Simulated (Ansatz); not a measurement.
Consider H₃Si (charge +1).

Input file:

```
crystal:
  periodic: [false, false, false]
  atoms:
    - {symbol: Si, position_ang: [-0.000008, -0.000000, 0.000005]}
    - {symbol: H, position_ang: [0.686861, 0.675449, 1.112978]}
    - {symbol: H, position_ang: [-0.118398, -1.467179, -0.009923]}
    - {symbol: H, position_ang: [-0.568456, 0.791730, -1.103060]}
basis:
  gaussian: {orbitals: def2-TZVPP}
total_charge: 1
hamiltonian: {xc: pbe0, dispersion: d4}
output: {orbitals: {seedname: orbitals}}
```

Command:

```sh
ansatz run in.yaml --threads 2 --pin off --events-out ev --progress --plain --max-ram 32768MiB --backend cpu
```

Geometry: PBE0-D4/def2-TZVP.

Level of theory: Ansatz, RKS PBE0-D4/def2-TZVPP.

What can the converged electron density and electron localisation function tell about the bonding?

Si–H (1.47 Å): ρ at the midpoint is about 0.9 e/Å³; the ELF climbs to about 1 towards the hydrogen, as it does in any bond to H.

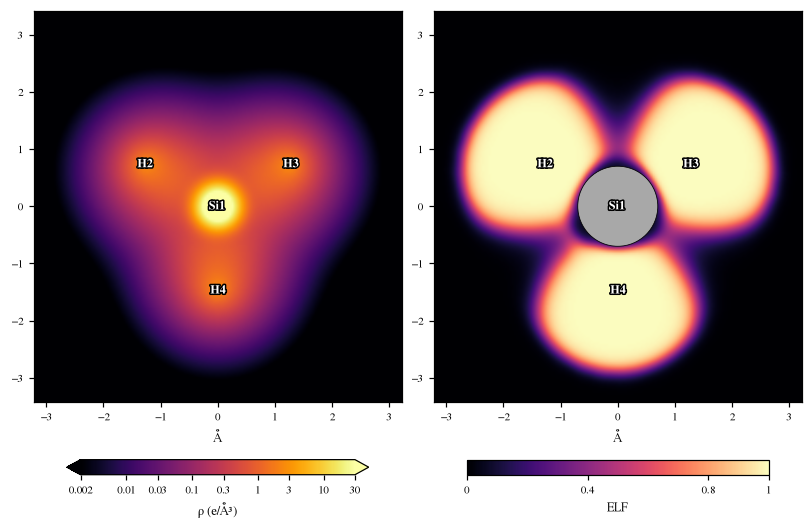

Computed electron density and electron localisation function on the molecular plane, in this order. Grey discs cover the atomic cores in the ELF map. 
